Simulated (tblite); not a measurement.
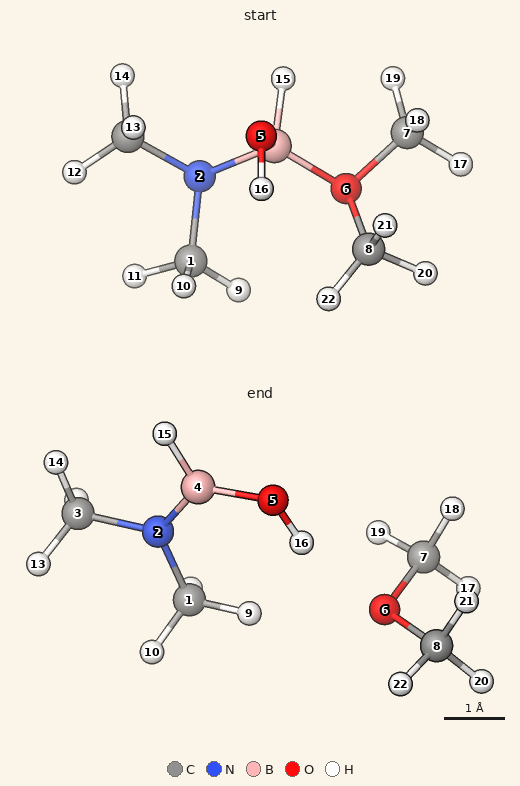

The structure of C$_{4}$H$_{14}$BNO$_{2}$ before (top) and after (bottom) a relaxation, at one scale.

Style: ball-and-stick. Shown face on.

The calculation used GFN2-xTB geometry optimisation, gas phase (tblite 0.8.0). 

### Describe what moved and what it gained.

The atom that moves furthest after the best rigid fit is H15 (2.77 Å). Largest moves by element: H 2.77 Å, B 1.71 Å, C 1.30 Å, O 1.06 Å, N 1.03 Å. Among the contacts that change: B4–C8 2.395 → 4.822 Å, B4–O6 1.455 → 3.862 Å, B4–C7 2.277 → 4.354 Å, N2–B4 1.523 → 1.408 Å. Bonds break: B4–O6 (1.45 → 3.86 Å). Bond angles that change, for instance: N2–B4–O5 111.0° → 125.4°, N2–B4–H15 104.5° → 118.7°, O6–C8–H22 118.5° → 106.8°. After 213 geometry steps the energy has fallen by 236.7 kJ/mol.
